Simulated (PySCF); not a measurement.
C₄H₁₁ClOSi₂

```xyz
19

Cl    5.0383   -0.9653   -0.4776
C     3.3514   -0.8922    0.1236
Si    2.4605    0.4444   -0.8614
O     0.9034    0.5210   -0.3155
Si   -0.6036    1.1949   -0.1441
C    -1.9309   -0.0559   -0.4755
C    -3.2711    0.1049    0.2084
C    -2.3659   -1.0083    0.6122
H     2.8938   -1.8828   -0.0108
H     3.3780   -0.6682    1.1998
H     2.4892    0.0730   -2.3052
H     3.1620    1.7438   -0.6520
H    -0.7637    1.6651    1.2669
H    -0.7226    2.3610   -1.0737
H    -1.9701   -0.4551   -1.4956
H    -4.1663   -0.1332   -0.3722
H    -3.4054    0.9393    0.9048
H    -1.8728   -0.9459    1.5877
H    -2.6308   -2.0268    0.3159
```

Geometry: PBE0-D3(BJ)/def2-SVP.

These are results of PBE0/pcSseg-1, SCF density, gas phase, non-relativistic (PySCF), not measurements.

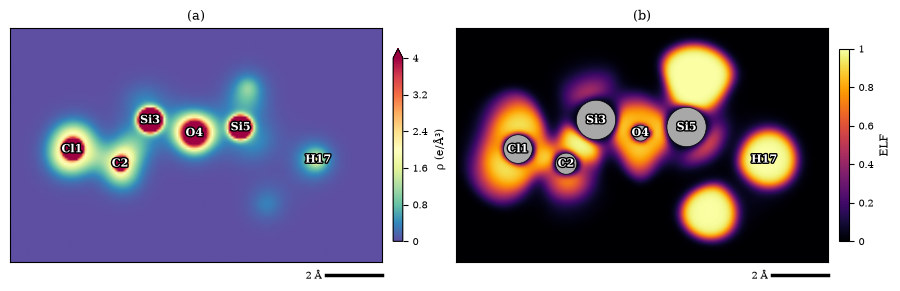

Figure 1. (a) electron density; (b) electron localisation function on the plane of atoms C2, Si3 and O4. Grey discs cover the atomic cores in the ELF map.

**What does the map show?**

- The section cuts through Cl, C, Si, O and H sites.
- Si–O (1.65 Å): the density is about 1.1 e/Å³ at the midpoint; the ELF peaks at about 0.85 between the atoms: a polar covalent bond.
- C–Cl (1.79 Å): ρ at the midpoint is about 1.3 e/Å³; the ELF peaks at about 0.90 between the atoms: a shared electron pair.
- The ELF also peaks beside Cl1 and O4, away from the bonds: lone-pair regions.

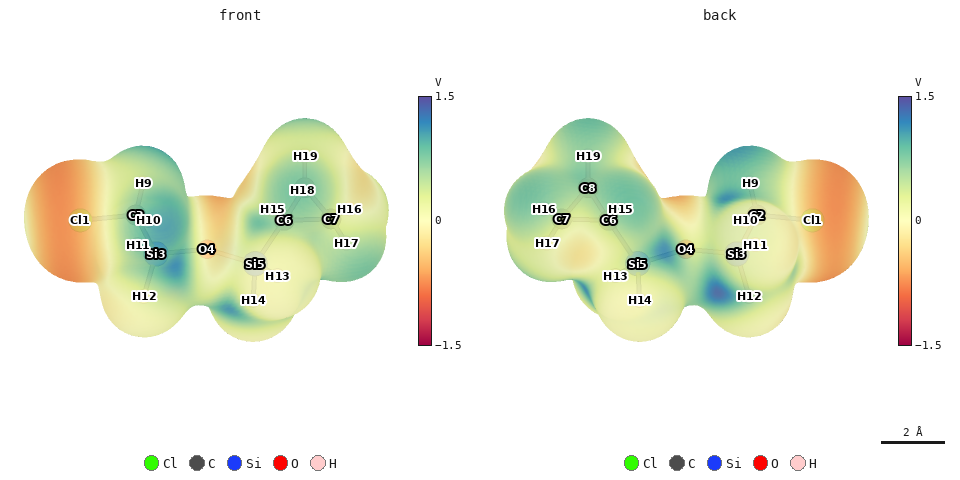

Figure 2. The electrostatic potential painted on the density surface at 0.002 e/bohr³, seen from the front and from behind; the colour scale runs from red (negative) to blue (positive).

**Describe the electrostatic potential map.**

The most negative region (about −0.7 V, or −16 kcal/mol for a unit charge) lies over Cl1, the most positive (about +1.1 V, or +25 kcal/mol for a unit charge) over Si3 and Si5.

**How polar is the molecule by this calculation?**

Its dipole moment is 2.66 D.
